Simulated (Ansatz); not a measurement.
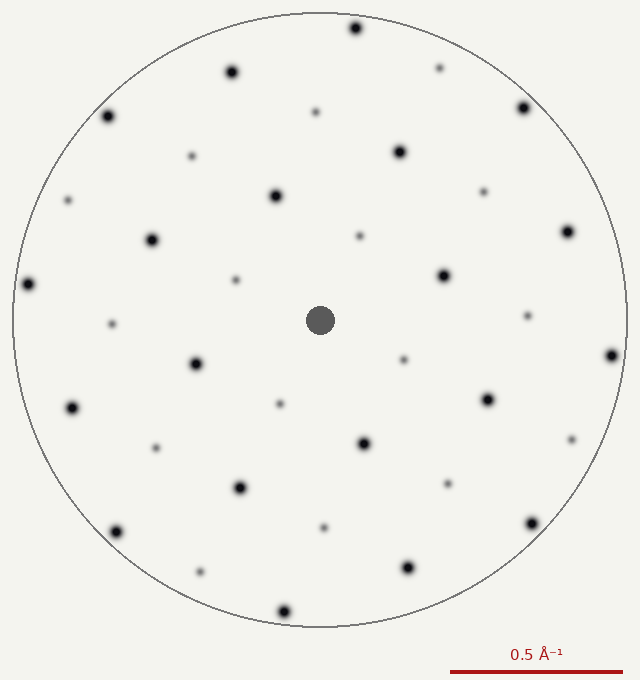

Simulated LEED pattern at 180 eV and normal incidence, from the upper face of a slab model. Spot positions follow from the surface net; brightness is a rough single-scattering estimate from the outer layers, good only for telling present from absent.

What surface net do the spots show?

The spots form a square reciprocal net with shortest vectors 0.270 and 0.270 Å⁻¹ at 90.0°. The primitive real-space mesh has edges 3.70 and 3.70 Å at 90.0° (or its supplement) and area 13.7 Å².

The slab has composition AlSe (2 atoms a cell, 0.0 Å thick). Structure: the input geometry of an electronic-structure calculation (not necessarily at equilibrium); the starting structure was generated, so it need not be a known form of this composition.

```
Al Se
1.0
     3.65751    0.53794    0.00000
    -0.53848    3.65743    0.00000
     0.00000    0.00000   23.80000
Al Se
1 1
Direct
  0.50000 0.50000 0.29412
  0.00000 0.00000 0.29412
```

Which atoms form the outermost layer?

The highest atoms of the upper face (within 0.6 Å of the top) are Al, Se; the spot positions alone do not show this.
